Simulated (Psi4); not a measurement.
# AlNH3 (SMILES [NH2][AlH]): U-wB97X-D/def2-TZVPD (density fitting with cc-pvqz-jkfit, sweep point 5)

What is the vertical ionisation energy of AlNH3 at U-wB97X-D/def2-TZVPD (density fitting with cc-pvqz-jkfit, sweep point 5)? The job is set up through a Python script.

Program for the calculation: Psi4 1.11.

2 further runs of the same task are left out: 2 set aside as unsound or not needed.

### 1 The structure to begin with

AlNH3: 5 atoms, total charge 0, spin state doublet. As SMILES, `[NH2][AlH]`. The coordinates come from a PBE0-D4/def2-TZVP relaxation. This is one conformer, not always the lowest.

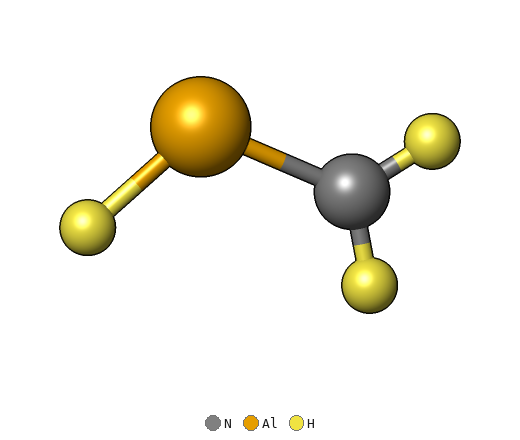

The structure, seen from a chosen angle (nitrogen grey, aluminium amber, hydrogen yellow).

### 2 The energy at U-wB97X-D/def2-TZVPD (density fitting with cc-pvqz-jkfit, sweep point 5)

run.py

```python
import psi4

psi4.set_memory(1600000000)
psi4.set_num_threads(1)
psi4.core.set_output_file('output.dat', False)

geom = psi4.geometry("""
0 2
N     -0.22034207    -1.24873102     0.33089104
Al     1.58094488     1.57584262     0.22827892
H      0.28062433    -2.84460474     1.23871547
H     -1.90919030    -1.47927761    -0.52421003
H      0.36244947     3.85768691    -1.35191007
units au
symmetry c1
""")

options = {'reference': 'uks', 'puream': True, 'scf_type': 'df', 'dft_radial_points': 99, 'dft_spherical_points': 590, 'df_basis_scf': 'cc-pvqz-jkfit', 'maxiter': 150}
psi4.set_options(options)

e = psi4.energy('wb97x-d/def2-TZVPD', molecule=geom)
print(f'wb97x-d/def2-TZVPD energy: {e:.10f} Eh')
```

Command:

```console
$ python run.py
```

output.dat:

```text
[...]
  Running in c1 symmetry.
[...]
  Nuclear repulsion =   46.235092004163874
[...]
  Multiplicity = 2
[...]
  Nalpha       = 12
  Nbeta        = 11
[...]
    Number of basis functions: 107
[...]
   @DF-UKS iter   1:  -298.71743367165311   -4.68472e-01   7.46089e-03 DIIS/ADIIS
[...]
   @DF-UKS iter   9:  -298.97407917703515   -6.96976e-08   4.26107e-07 DIIS
[...]
   @S^2 Observed:                7.519377559E-01
[...]
    Orbital Energies [Eh]
    ---------------------
    Alpha Occupied:
       1A    -56.164332     2A    -14.406468     3A     -4.238178
       4A     -2.779960     5A     -2.777387     6A     -2.773315
       7A     -0.926164     8A     -0.565209     9A     -0.525264
      10A     -0.419591    11A     -0.349925    12A     -0.265239
    Alpha Virtual:
      13A      0.024554    14A      0.053195    15A      0.071579
      16A      0.101768    17A      0.112977    18A      0.114648
      19A      0.115935    20A      0.139270    21A      0.147417
      22A      0.176327    23A      0.183091    24A      0.223432
      25A      0.227724    26A      0.233271    27A      0.268781
[...]
  @DF-UKS Final Energy:  -298.97407917703515
   => Energetics <=
    Nuclear Repulsion Energy =             46.2350920041638744
    One-Electron Energy =                -505.3617305665951562
    Two-Electron Energy =                 179.1438610861538905
    DFT Exchange-Correlation Energy =     -18.9906899313619242
    Empirical Dispersion Energy =          -0.0006117693958410
    VV10 Nonlocal Energy =                  0.0000000000000000
    Total Energy =                       -298.9740791770351507
[...]
 Multipole Moments:
 ------------------------------------------------------------------------------------
     Multipole            Electronic (a.u.)      Nuclear  (a.u.)        Total (a.u.)
 ------------------------------------------------------------------------------------
 L = 1.  Multiply by 2.5417464519 to convert [e a0] to [Debye]
 Dipole X            :          2.1547741           -2.2703034           -0.1155293
 Dipole Y            :          1.1604858           -1.5586141           -0.3981282
 Dipole Z            :          0.7502630           -0.6584655            0.0917975
 Magnitude           :                                                    0.4245938
[...]
```

On the terminal:

```text
wb97x-d/def2-TZVPD energy: -298.9740791770 Eh
```

Wall time 13 s (1 thread of Intel Xeon Platinum 8559C (Emerald Rapids), shared host); peak memory 1.1 GiB.

### 3 The singlet cation, same level

job.py

```python
import psi4

psi4.set_memory('1600 MB')
psi4.set_num_threads(1)
psi4.set_output_file('output.dat', False)

molecule = psi4.geometry("""
1 1
N     -0.22034207    -1.24873102     0.33089104
Al     1.58094488     1.57584262     0.22827892
H      0.28062433    -2.84460474     1.23871547
H     -1.90919030    -1.47927761    -0.52421003
H      0.36244947     3.85768691    -1.35191007
units au
symmetry c1
""")

options = {'puream': True, 'scf_type': 'df', 'dft_radial_points': 99, 'dft_spherical_points': 590, 'df_basis_scf': 'cc-pvqz-jkfit'}
psi4.set_options(options)

result = psi4.energy('wb97x-d/def2-TZVPD')
print(f'total energy {result:.8f} hartree = {result * 27.211386:.5f} eV')
```

Command:

```console
$ python job.py
```

output.dat:

```text
[...]
  Running in c1 symmetry.
[...]
  Nuclear repulsion =   46.235092004163874
[...]
  Multiplicity = 1
[...]
  Nalpha       = 11
  Nbeta        = 11
[...]
    Number of basis functions: 107
[...]
   @DF-RKS iter   1:  -298.44667462470329   -1.97713e-01   7.14337e-03 ADIIS/DIIS
[...]
   @DF-RKS iter   8:  -298.68946910191846   -1.38037e-07   6.67363e-07 DIIS
[...]
    Orbital Energies [Eh]
    ---------------------
    Doubly Occupied:
       1A    -56.480473     2A    -14.627573     3A     -4.549335
       4A     -3.089960     5A     -3.089709     6A     -3.081538
       7A     -1.138185     8A     -0.772940     9A     -0.750731
      10A     -0.652720    11A     -0.563380
[...]
  @DF-RKS Final Energy:  -298.68946910191846
   => Energetics <=
    Nuclear Repulsion Energy =             46.2350920041638744
    One-Electron Energy =                -499.3302383715011388
    Two-Electron Energy =                 173.2701334551697130
    DFT Exchange-Correlation Energy =     -18.8638444203550222
    Empirical Dispersion Energy =          -0.0006117693958410
    VV10 Nonlocal Energy =                  0.0000000000000000
    Total Energy =                       -298.6894691019184620
[...]
 Multipole Moments:
 ------------------------------------------------------------------------------------
     Multipole            Electronic (a.u.)      Nuclear  (a.u.)        Total (a.u.)
 ------------------------------------------------------------------------------------
 L = 1.  Multiply by 2.5417464519 to convert [e a0] to [Debye]
 Dipole X            :          3.3154107           -2.2703034            1.0451073
 Dipole Y            :          2.0907937           -1.5586141            0.5321797
 Dipole Z            :          1.0341687           -0.6584655            0.3757032
 Magnitude           :                                                    1.2315102
[...]
```

Standard output:

```text
total energy -298.68946910 hartree = -8127.75444 eV
```

Wall time 9.3 s (1 thread of Intel Xeon Platinum 8559C (Emerald Rapids), shared host); peak memory 1.1 GiB.

### 4 Outcome

At U-wB97X-D/def2-TZVPD (density fitting with cc-pvqz-jkfit, sweep point 5):

```
                                          quantity          value
                       doublet AlNH3: total energy  -298.97408 Eh
                      doublet AlNH3: dipole moment         1.08 D
 doublet AlNH3: HOMO energy (highest over α and β)       -7.22 eV
  doublet AlNH3: LUMO energy (lowest over α and β)       -0.90 eV
                  doublet AlNH3: dispersion energy   -1.61 kJ/mol
                               doublet AlNH3: ⟨S²⟩          0.752
                      singlet cation: total energy  -298.68947 Eh
                       singlet cation: HOMO energy      -15.33 eV
                       singlet cation: LUMO energy       -8.02 eV
                     singlet cation: HOMO–LUMO gap        7.31 eV
                 singlet cation: dispersion energy   -1.61 kJ/mol
vertical ionisation energy (to the singlet cation)       7.745 eV
```

**Reading.** The vertical ionisation energy comes to 7.74 eV (747 kJ/mol). Only the singlet of the ionised species was computed; a triplet could lie lower.
